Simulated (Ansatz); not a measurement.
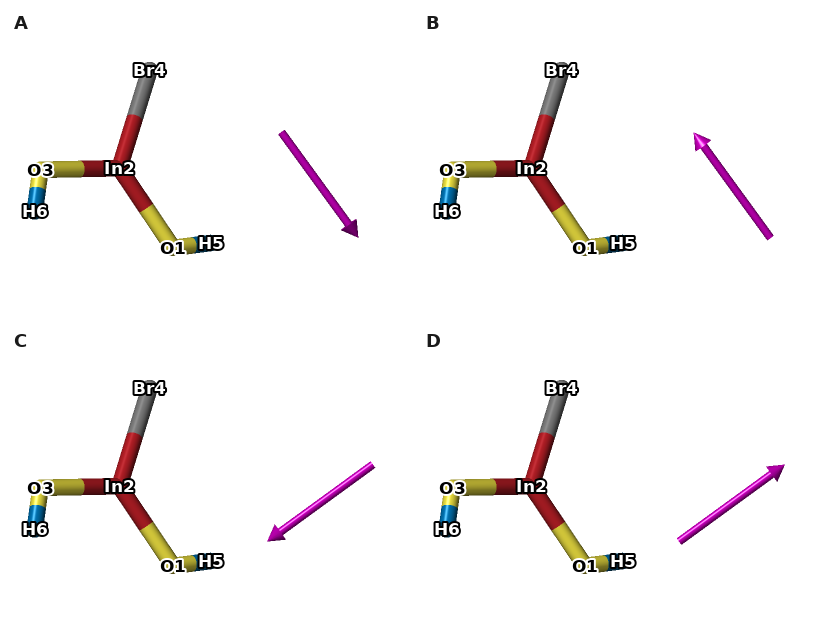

The same molecule four times, each with an arrow. The geometry was computed by an optimisation with PBE0-D4/def2-TZVP. No frequency run is at hand to confirm it as a minimum. Level of theory: RKS ωB97M-V/def2-TZVPP, core potentials on In (Ansatz 0.2.0).

### Which arrow points along the dipole moment, from the negative to the positive end?

A. The dipole moment is 1.37 D; it points from the side of Br4 to the side of H5 (the outermost atoms at the two ends).
